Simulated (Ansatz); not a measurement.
**CH5BFN (SMILES CB(N)F) at CCSD(T)/cc-pVDZ**

Aim: the vertical ionisation energy of CH5BFN at CCSD(T)/cc-pVDZ, from 2 runs. 

The calculation is run with Ansatz 0.2.0.

126 further runs of the same task are left out: 126 set aside as unsound or not needed.

### Step 1. Starting point

CH5BFN: 9 atoms, total charge 0, spin state singlet. As SMILES, `CB(N)F`. The coordinates come from a PBE0-D4/def2-TZVP relaxation.

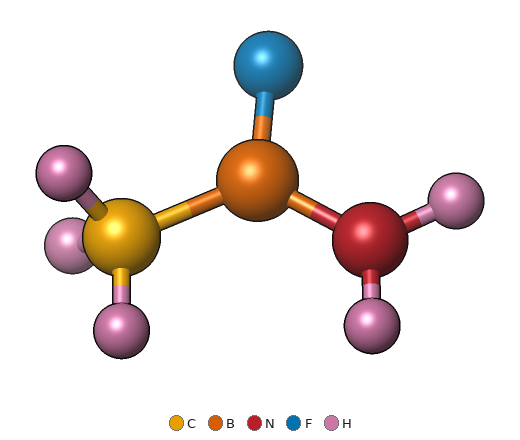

The structure, seen from a chosen angle (carbon amber, boron orange, nitrogen red, fluorine blue, hydrogen pink).

### Step 2. A single-point energy at CCSD(T)/cc-pVDZ

run.yaml

```yaml
crystal:
  periodic: [false, false, false]
  atoms:
    - {symbol: C, position_ang: [-0.428400, 0.964700, -0.539000]}
    - {symbol: B, position_ang: [0.098200, -0.482300, -0.251400]}
    - {symbol: "N", position_ang: [0.546200, -0.928100, 0.993800]}
    - {symbol: F, position_ang: [0.128500, -1.370900, -1.263800]}
    - {symbol: H, position_ang: [0.176600, 1.438400, -1.318100]}
    - {symbol: H, position_ang: [-0.424000, 1.616300, 0.336600]}
    - {symbol: H, position_ang: [-1.450400, 0.924300, -0.928000]}
    - {symbol: H, position_ang: [0.878700, -1.865200, 1.143700]}
    - {symbol: H, position_ang: [0.563100, -0.343500, 1.809000]}
basis:
  gaussian:
    orbitals: cc-pVDZ
total_charge: 0
correlation:
  method: ccsd_t
  frozen_orbitals: {B: 1, C: 1, F: 1, H: 0, "N": 1}
accuracy: high
scf:
  omitted_lower_state_checks: [cluster_reference, increment]
```

Run with:

```sh
$ ansatz run run.yaml --threads 1 --pin off --max-ram 3480MiB --events-out events.jsonl --progress --plain --runs-dir runs
```

The log of the run (excerpt; [...] marks lines left out):

```text
Warning: RAYON_NUM_THREADS=1 ignored (pool sized by the plan → 1); use --threads N
Functional definition: HF
  name "HF"
[...]
1903 factors; integrals over basis functions are off by at most 3.3e-9 eV
[...]
mean field -5972.57786392 eV, -219.4881881403 hartree, gradient 6.3e-8 eV, S^2 0.000000; 0 other end points of the search recorded, 0 dependent functions left out
4 core orbitals not correlated: weight in the atoms' cores, before any rotation towards them, 1.000 or more for the frozen orbitals, at most 0.000 for the correlated occupied ones
reference -5972.57786392 eV, -219.4881881403 hartree; 12, 12 occupied and 65, 65 virtual orbitals, 1903 factors
second order -15.88953653 eV of doubles, -0.00000000 eV of singles
cycle   1  -16.41408106 eV  change   -5.2e-1 eV  update   8.2e-2
[...]
cycle  20  -16.84816918 eV  change  -9.4e-10 eV  update  5.6e-10
perturbative correction -0.39269384 eV, -0.0144312323 hartree
Total energy: -5989.81872694 eV, -220.1217781700 hartree
Checks for a lower state left out: cluster_reference, increment
```

Run time: 17 s. Hardware: 1 thread of Arm Neoverse V1, shared host; peak memory 0.47 GiB.

### Step 3. The doublet cation at the same level

in.yaml

```yaml
crystal:
  periodic: [false, false, false]
  atoms:
    - {symbol: C, position_ang: [-0.428400, 0.964700, -0.539000]}
    - {symbol: B, position_ang: [0.098200, -0.482300, -0.251400]}
    - {symbol: "N", position_ang: [0.546200, -0.928100, 0.993800]}
    - {symbol: F, position_ang: [0.128500, -1.370900, -1.263800]}
    - {symbol: H, position_ang: [0.176600, 1.438400, -1.318100]}
    - {symbol: H, position_ang: [-0.424000, 1.616300, 0.336600]}
    - {symbol: H, position_ang: [-1.450400, 0.924300, -0.928000]}
    - {symbol: H, position_ang: [0.878700, -1.865200, 1.143700]}
    - {symbol: H, position_ang: [0.563100, -0.343500, 1.809000]}
basis:
  gaussian:
    orbitals: cc-pVDZ
accuracy: high
total_charge: 1
magnetization:
  spin_polarized: true
  initial_magnetization: 1
scf:
  omitted_lower_state_checks: [cluster_reference, increment]
correlation:
  method: ccsd_t
  frozen_orbitals: {B: 1, C: 1, F: 1, H: 0, "N": 1}
```

Run with:

```sh
$ ansatz run in.yaml --threads 1 --pin off --max-ram 3480MiB --events-out events.jsonl --progress --plain --runs-dir runs
```

The log of the run (excerpt; [...] marks lines left out):

```text
Warning: RAYON_NUM_THREADS=1 ignored (pool sized by the plan → 1); use --threads N
[... 2 set-up lines as earlier in the session ...]
[...]
1903 factors; integrals over basis functions are off by at most 3.3e-9 eV
[...]
mean field -5963.17077774 eV, -219.1424840998 hartree, gradient 9.8e-8 eV, S^2 0.757924; 2 other end points of the search recorded, 0 dependent functions left out
4 core orbitals not correlated: weight in the atoms' cores, before any rotation towards them, 1.000 or more for the frozen orbitals, at most 0.000 for the correlated occupied ones
reference -5963.17077774 eV, -219.1424840998 hartree; 12, 11 occupied and 65, 66 virtual orbitals, 1903 factors
second order -14.64817394 eV of doubles, -0.00000000 eV of singles
cycle   1  -15.29923625 eV  change   -6.5e-1 eV  update   9.2e-2
[...]
cycle  29  -15.77651588 eV  change   -1.2e-9 eV  update   1.8e-9
perturbative correction -0.36303506 eV, -0.0133412922 hartree
Total energy: -5979.31032868 eV, -219.7356016568 hartree
Checks for a lower state left out: cluster_reference, increment
```

Run time: 67 s. Hardware: 1 thread of Arm Neoverse V1, shared host; peak memory 0.88 GiB.

### Step 4. What came out

At CCSD(T)/cc-pVDZ, 4 core orbitals frozen:

```
                                                   quantity          value
                               singlet CH5BFN: total energy  -220.12178 Eh
singlet CH5BFN: correlation energy (4 core orbitals frozen)     -633.6 mEh
                             singlet CH5BFN: (T) correction     -14.43 mEh
                              singlet CH5BFN: T1 diagnostic          0.012
                               doublet cation: total energy  -219.73560 Eh
doublet cation: correlation energy (4 core orbitals frozen)     -593.1 mEh
                             doublet cation: (T) correction     -13.34 mEh
          doublet cation: ⟨S²⟩ of the reference determinant          0.758
                              doublet cation: T1 diagnostic          0.018
         vertical ionisation energy (to the doublet cation)      10.508 eV
```

In words: Removing an electron at fixed nuclei costs 10.51 eV (1014 kJ/mol). The triples (singlet CH5BFN) make up 2.3 % of the correlation energy. The triples (doublet cation) make up 2.2 % of the correlation energy.
